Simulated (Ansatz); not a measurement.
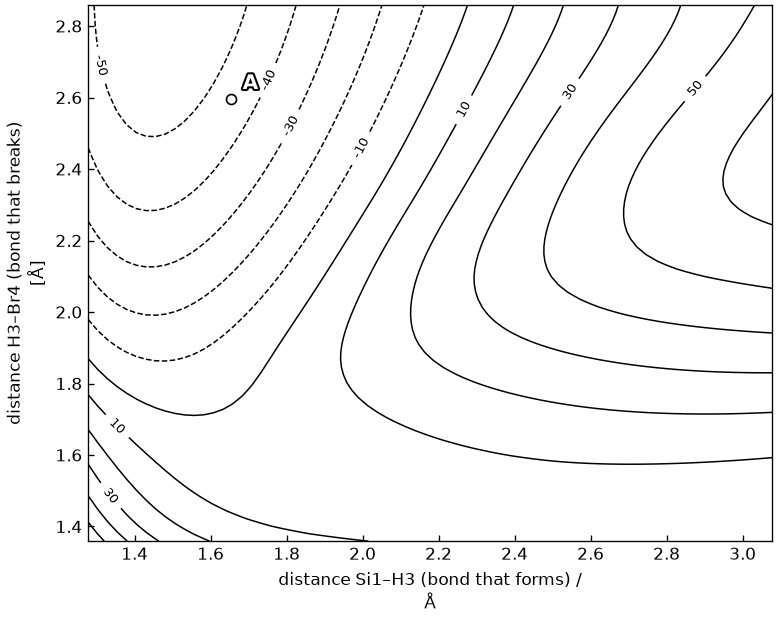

The reacting system BrClH2Si (fragments ClHSi + BrH where the first distance is long, BrClH₂Si where the second is long). 
- First axis: distance Si1–H3 (bond that forms). Second axis: distance H3–Br4 (bond that breaks).
- Relaxed at each point: all other coordinates.
- The grid has 8 × 8 points.
- Points are written as (first, second).
- All energies are given in kcal/mol relative to a guessed transition structure relaxed with its forming and breaking bonds held.
- The reference is spin-restricted, so regions where a bond is pulled apart into radicals lie too high.
- These are results of RKS r2SCAN-D4/def2-SVP in Ansatz, not measurements.

In the figure: contour lines labelled in kcal/mol, the point A. Between grid points the surface is interpolated.

**Is A at rest? If not, where is it pushed?**

A, at (1.654 Å, 2.596 Å), is not a stationary point. The computed force is 68 kcal/mol for each Å towards smaller values of the first coordinate and 36 kcal/mol for each Å towards larger values of the second coordinate.
